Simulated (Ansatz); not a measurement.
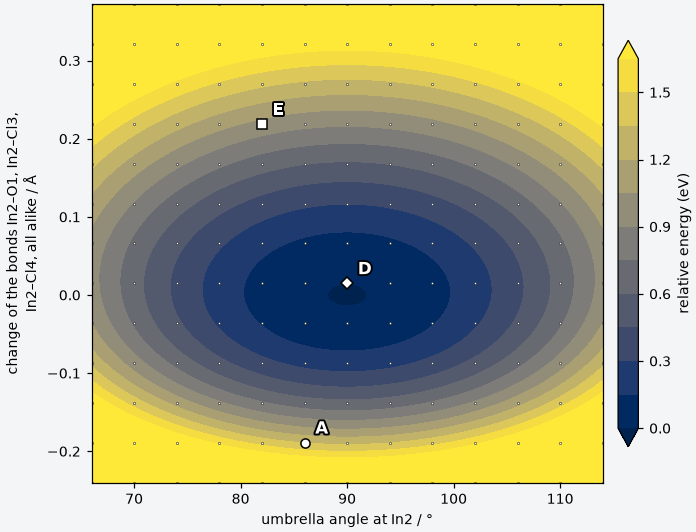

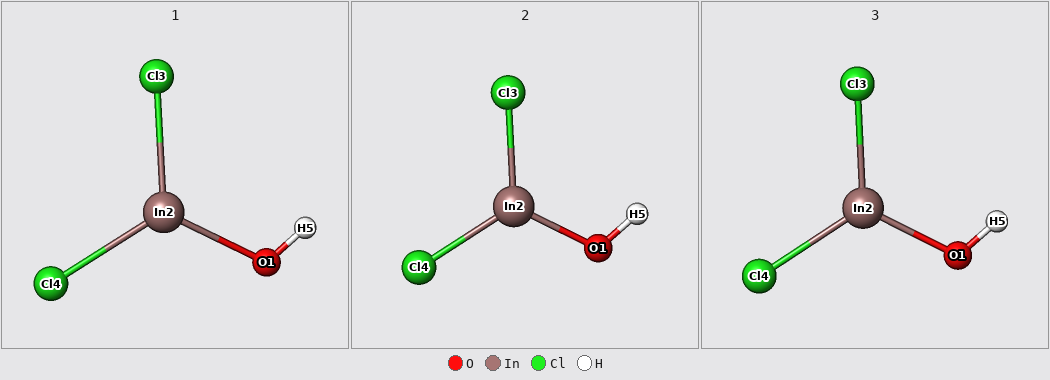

Cl₂HInO, SMILES [OH][In]([Cl])[Cl]. First axis: umbrella angle at In2 (between each of its bonds and their common axis; 90 is planar). Second axis: change of the bonds In2–O1, In2–Cl3, In2–Cl4, all alike. Nothing is relaxed (all other coordinates rigid). Grid: 13 × 13 points; 91 points were computed and 78 follow by symmetry. Points are written as (first, second). All energies are given in eV relative to the lowest grid point. The calculation used Ansatz, RKS PBE0-D4/def2-TZVP.

Drawn: filled contours, dots at the grid points, one colour for all values above the top of the scale, lettered points. Between grid points the surface is interpolated. The numbered pictures are the structures at these points, in random order.

> Which structure belongs to which point?

A is structure 2: (86°, −0.189 Å), 1.34 eV; D is structure 3: (90°, 0.015 Å), 0.00 eV; E is structure 1: (82°, 0.219 Å), 1.00 eV.
